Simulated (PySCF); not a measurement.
C$_{5}$H$_{15}$BN$_{2}$Si

| atom | x (Å) | y (Å) | z (Å) |
| --- | --- | --- | --- |
| C | 1.9673 | 1.2095 | -0.6891 |
| B | 1.4106 | -0.2024 | -0.2276 |
| C | 2.2784 | -1.0836 | 0.7635 |
| C | 0.0165 | -0.7030 | -0.6576 |
| C | -0.7686 | -0.0471 | -1.8138 |
| C | -2.0268 | 0.4668 | -1.0802 |
| Si | -1.3063 | -0.0573 | 0.6087 |
| N | -1.9454 | -1.2888 | 1.6364 |
| N | -1.0415 | 1.2764 | 1.6734 |
| H | 2.7635 | 1.5904 | -0.0524 |
| H | 1.1902 | 1.9708 | -0.7407 |
| H | 2.3824 | 1.1303 | -1.6946 |
| H | 2.6226 | -0.5102 | 1.6232 |
| H | 1.7510 | -1.9581 | 1.1386 |
| H | 3.1789 | -1.4382 | 0.2617 |
| H | -0.0471 | -1.7897 | -0.7134 |
| H | -1.0069 | -0.7602 | -2.6027 |
| H | -0.2105 | 0.7721 | -2.2626 |
| H | -2.2129 | 1.5269 | -1.2363 |
| H | -2.9282 | -0.0605 | -1.3875 |
| H | -2.2479 | -2.1530 | 1.2185 |
| H | -2.5961 | -1.0025 | 2.3487 |
| H | -0.5466 | 2.0708 | 1.3016 |
| H | -0.6885 | 1.0604 | 2.5916 |

Geometry: GFN2-xTB.

These are results of PBE0/pcSseg-1, SCF density, gas phase, non-relativistic in PySCF, not measurements.

Q: What can the converged electron density and electron localisation function tell about the bonding?

A: C–B (1.54 Å): ρ at the midpoint is about 1.4 e/Å³; the ELF peaks at about 0.95 between the atoms, as expected for a shared electron pair.
C–C (1.54 Å): the density is about 1.6 e/Å³ at the midpoint; the ELF peaks at about 0.95 between the atoms (a shared electron pair).
C–B (1.58 Å): ρ is about 1.4 e/Å³ halfway; the ELF peaks at about 1 between the atoms, as expected for a covalent bond.

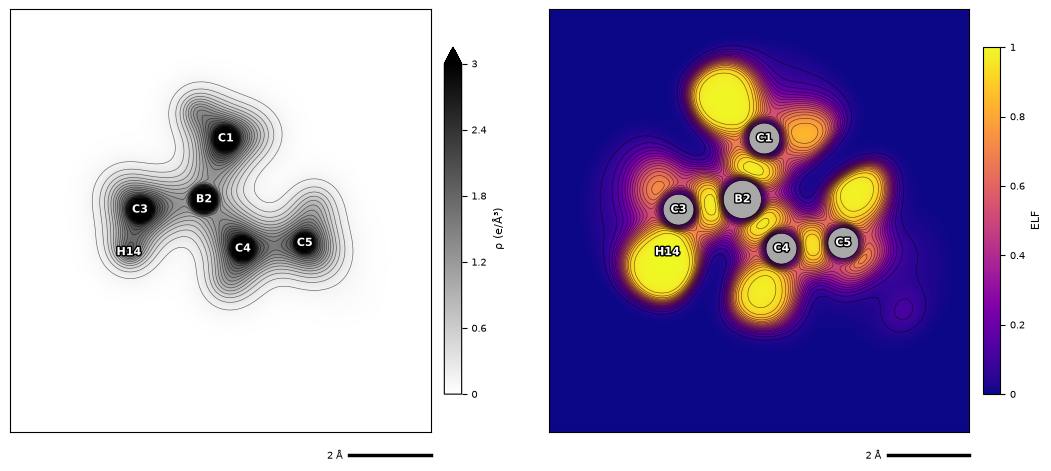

Computed electron density and electron localisation function on the plane of atoms C1, B2 and C3, in this order. Grey discs cover the atomic cores in the ELF map. 
